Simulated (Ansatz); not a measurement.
**CH₂ClSi radical (SMILES C=[Si]Cl): single points off equilibrium**

Aim: energy, forces and dipole at a structure displaced at random from a GFN2-xTB minimum, from CCSD(T) and from density functionals.

Computed with Ansatz 0.2.0, Gaussian basis. Level: single points in def2-TZVPP.

Correlated methods freeze the cores. Orbitals are unrestricted.

## (1) The system as given

SMILES `C=[Si]Cl`, 5 atoms, charge 0, spin multiplicity 2.

Atoms are counted from 1 here; the program's logs count them from 0.

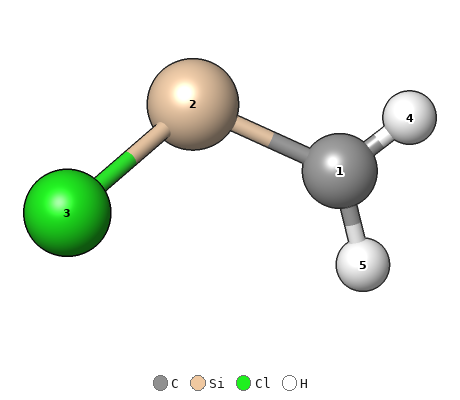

Start geometry, drawn with carbon grey, silicon light orange, chlorine green, hydrogen white; atoms are numbered from 1 in the order of the file.

Coordinates:

```
C    -0.4188    0.5924   -0.2494
Si   -0.2032   -0.6149    1.0464
Cl    1.6210   -1.7313    0.9642
H    -0.8729    1.4121   -0.0317
H    -0.2428    0.4862   -1.3291
```

## (2) CCSD(T)/def2-TZVPP

File run/in.yaml:

```yaml
crystal:
  periodic: [false, false, false]
  atoms:
    - {symbol: C, position_ang: [-0.418800, 0.592400, -0.249400]}
    - {symbol: Si, position_ang: [-0.203200, -0.614900, 1.046400]}
    - {symbol: Cl, position_ang: [1.621000, -1.731300, 0.964200]}
    - {symbol: H, position_ang: [-0.872900, 1.412100, -0.031700]}
    - {symbol: H, position_ang: [-0.242800, 0.486200, -1.329100]}
basis:
  gaussian: {orbitals: def2-TZVPP}
magnetization: {spin_polarized: true, initial_magnetization: 1}
correlation: {method: ccsd_t}
scf: {omitted_lower_state_checks: [cluster_reference]}
output: {forces: true}
```

No record of the launch command was kept for these runs.

## (3) PBE0-D4/def2-TZVPP

Changes to run/in.yaml since step 2:

```diff
@@ -11,4 +11,3 @@
 magnetization: {spin_polarized: true, initial_magnetization: 1}
-correlation: {method: ccsd_t}
-scf: {omitted_lower_state_checks: [cluster_reference]}
-output: {forces: true}
+hamiltonian: {xc: pbe0, dispersion: d4}
+output: {forces: true, orbitals: {seedname: orbitals}}
```

## (4) wB97M-V/def2-TZVPP

Changes to run/in.yaml since step 3:

```diff
@@ -11,3 +11,3 @@
 magnetization: {spin_polarized: true, initial_magnetization: 1}
-hamiltonian: {xc: pbe0, dispersion: d4}
-output: {forces: true, orbitals: {seedname: orbitals}}
+hamiltonian: {xc: {name: wB97M-V}}
+output: {forces: true}
```

## (5) r2SCAN-D4/def2-TZVPP

Changes to run/in.yaml since step 4:

```diff
@@ -11,3 +11,3 @@
 magnetization: {spin_polarized: true, initial_magnetization: 1}
-hamiltonian: {xc: {name: wB97M-V}}
+hamiltonian: {xc: r2scan, dispersion: d4}
 output: {forces: true}
```

## (6) PBE-D4/def2-TZVPP

Changes to run/in.yaml since step 5:

```diff
@@ -11,3 +11,3 @@
 magnetization: {spin_polarized: true, initial_magnetization: 1}
-hamiltonian: {xc: r2scan, dispersion: d4}
+hamiltonian: {xc: pbe, dispersion: d4}
 output: {forces: true}
```

## (7) BHLYP-D4/def2-TZVPP

Changes to run/in.yaml since step 6:

```diff
@@ -11,3 +11,3 @@
 magnetization: {spin_polarized: true, initial_magnetization: 1}
-hamiltonian: {xc: pbe, dispersion: d4}
+hamiltonian: {xc: {name: BHLYP}, dispersion: d4}
 output: {forces: true}
```

## (8) LC-wPBE/def2-TZVPP

Changes to run/in.yaml since step 7:

```diff
@@ -11,3 +11,3 @@
 magnetization: {spin_polarized: true, initial_magnetization: 1}
-hamiltonian: {xc: {name: BHLYP}, dispersion: d4}
+hamiltonian: {xc: {name: LC-wPBE}}
 output: {forces: true}
```

(Steps that only read results are left out.)

Before running it: what results should come out? Wanted: energy less free atoms, CCSD(T)/def2-TZVPP; RMS force component; RMS force error; HOMO and LUMO, PBE0-D4; T1 diagnostic.

**Answer**, as computed:

| quantity | value |
| --- | --- |
| energy less free atoms, CCSD(T)/def2-TZVPP | -1498.1 kJ/mol |
| RMS force component | 2.281 to 2.389 eV/Å over the methods |
| RMS force error | PBE0-D4 0.128, wB97M-V 0.079, r2SCAN-D4 0.179, PBE-D4 0.286, BHLYP-D4 0.145, LC-wPBE 0.105 eV/Å |
| HOMO and LUMO, PBE0-D4 | -6.79 and -3.74 eV |
| T1 diagnostic | 0.046 |

**Reading.** Against CCSD(T) the functionals' energies less atoms differ by -107.4 to -17.9 kJ/mol, PBE-D4 by -107.4 kJ/mol. The reference is not at the basis limit: in triple zeta CCSD(T) underbinds, which counts against methods that bind more; the gaps are no ranking. On forces the order runs from wB97M-V to PBE-D4. Frozen-core CCSD(T) forces in triple zeta carry basis errors of their own, and this is one geometry, so small gaps rank nothing. The T1 diagnostic is large here, over the usual mark for main-group molecules (transition-metal compounds often pass it harmlessly), so CCSD(T) itself may be off. The unrestricted reference is spin-contaminated, which hurts MP2 most.
